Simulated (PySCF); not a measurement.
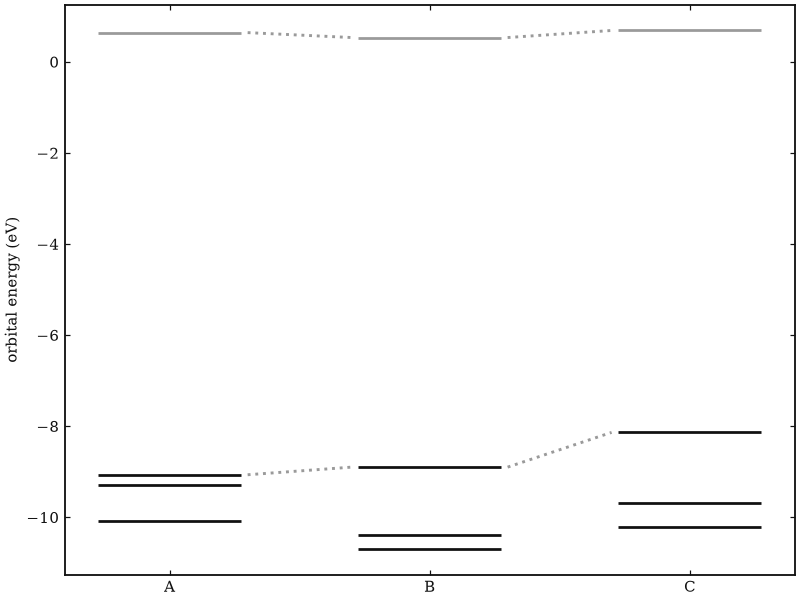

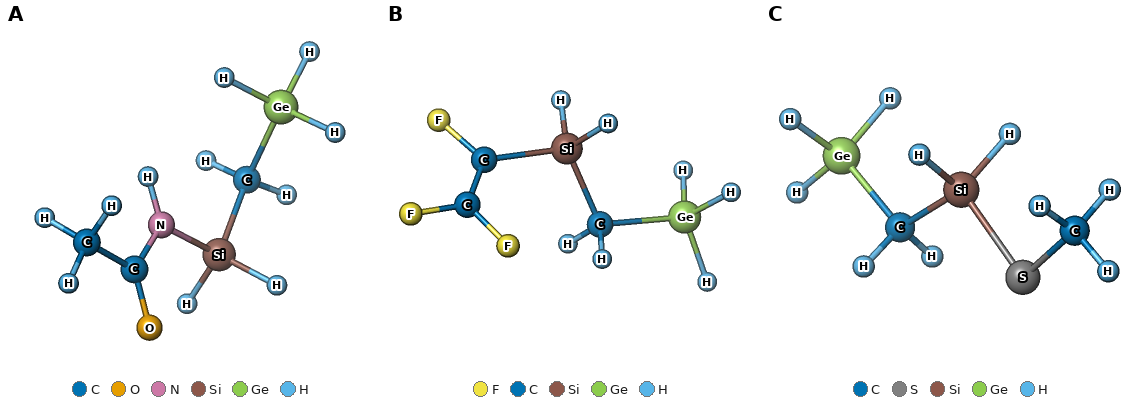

Related molecules: A is C₃H₁₁GeNOSi, SMILES CC(=O)N[SiH2][CH2][GeH3], singlet; B is C₃H₇F₃GeSi, SMILES FC(F)=C(F)[SiH2][CH2][GeH3], singlet; C is C₂H₁₀GeSSi, SMILES CS[SiH2][CH2][GeH3], singlet. Frontier orbital energies, CAM-B3LYP/def2-SVPD with PySCF 2.14.0, at a PBE0-D3(BJ)/def2-SVP geometry (no frequency check); drawn are at most three filled levels and, in grey, the LUMO with any level within 0.03 eV of it; dotted lines join the HOMOs and the LUMOs.

What does the change do to the frontier levels?

Answer. From A to B the HOMO rises by 0.17 eV and the LUMO falls by 0.11 eV, so the separation goes from 9.71 to 9.43 eV. From A to C the HOMO rises by 0.93 eV and the LUMO hardly moves, so the separation goes from 9.71 to 8.83 eV.

Does the ΔSCF ionisation energy follow the HOMO?

Answer. A: −ε(HOMO) 9.07, ΔSCF 9.77 eV; B: −ε(HOMO) 8.90, ΔSCF 9.76 eV; C: −ε(HOMO) 8.14, ΔSCF 8.93 eV.

Caveats, for all or some of the runs: empty levels above zero depend strongly on the basis; one conformer of a flexible molecule.
